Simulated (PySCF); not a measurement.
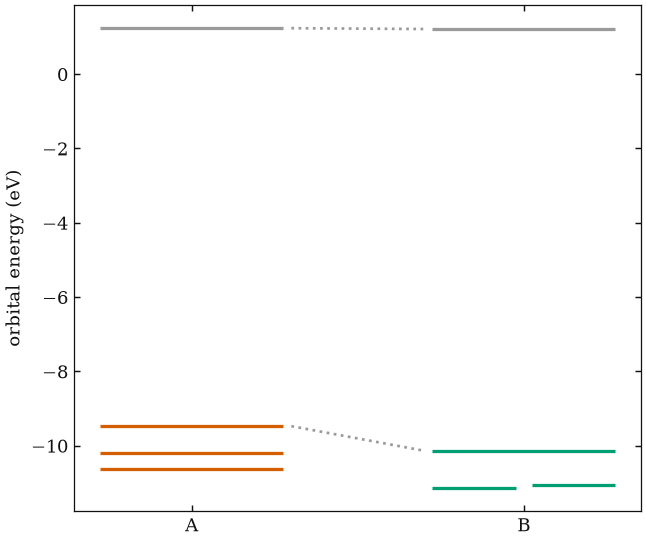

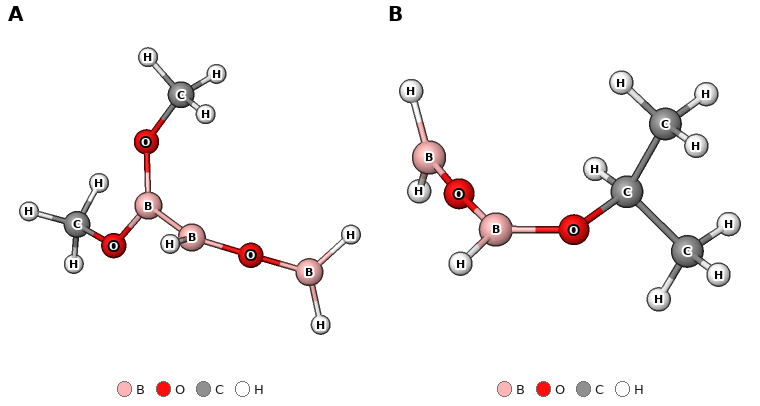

Related molecules: A is C₂H₉B₃O₃, SMILES BOBB(OC)OC; B is C₃H₁₀B₂O₂, SMILES BOBOC(C)C. Frontier orbital energies, ωB97X-D/def2-SVPD with PySCF, at a GFN2-xTB geometry (no frequency check); drawn are at most three filled levels and, in grey, the LUMO with any level within 0.03 eV of it; dotted lines join the HOMOs and the LUMOs.

Question: What does the change do to the frontier levels?

Answer: From A to B the HOMO falls by 0.66 eV and the LUMO hardly moves, so the separation goes from 10.71 to 11.35 eV.

Limits of at least one run: empty levels above zero depend strongly on the basis; one conformer of a flexible molecule; the tight-binding geometry is rougher than a DFT one and adds to the error.
